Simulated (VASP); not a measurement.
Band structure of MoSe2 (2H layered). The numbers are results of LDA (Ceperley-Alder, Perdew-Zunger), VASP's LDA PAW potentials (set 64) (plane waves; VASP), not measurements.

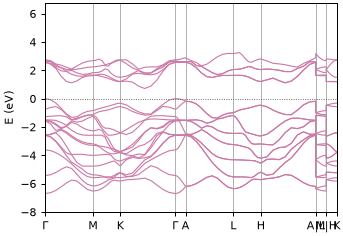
Bands along high-symmetry lines, zero at the valence-band maximum or, without a gap, the Fermi level

Question: Read the plot: is there a gap, and where are the band edges?

Answer: The gap is indirect, 0.72 eV, from the valence maximum at Γ to the conduction minimum at K-Γ at 0.44. (Edges off the drawn lines would not show.)

Measured: gap 1.09 eV (computed value off by -0.37 eV), as given by Li et al., (2013), arXiv:1302.0733.

The compound is MoSe2 in the 2H layered structure. It was relaxed first.
